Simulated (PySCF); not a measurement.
SMILES CS[Te][SiH3] (CH6SSiTe) at its PBE0/def2-SVP optimised geometry (Å):

```
10

Te    -1.3718    -1.5597    -2.0129
S     -0.3781     0.0723    -3.5086
C     -1.6899     1.3137    -3.6759
H     -2.5901     0.8926    -4.1439
H     -1.2751     2.0918    -4.3357
H     -1.9457     1.7685    -2.7088
Si    -0.4921    -0.3474     0.0000
H     -0.9940     1.0588     0.0000
H      0.9990    -0.3474     0.0000
H     -0.9990    -1.0588     1.2139
```

Method: PBE0/def2-TZVP, def2 effective core potentials past Kr run with PySCF. The core electrons that the potentials of Te replace are not part of the density. Cells within 0.4 Å of a nucleus heavier than hydrogen are left out (blank, or x).

Map of the deformation density (molecule minus spherical neutral atoms) (e/bohr³) on the plane z = 0.0 Å:

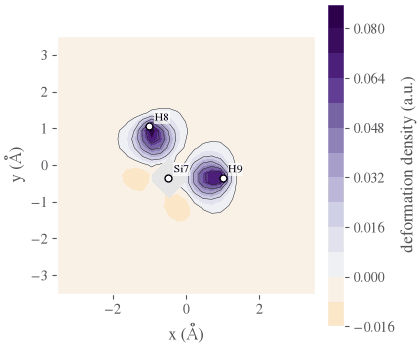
*Deformation density (molecule minus spherical neutral atoms) (e/bohr³) on the plane z = 0.0 Å.*
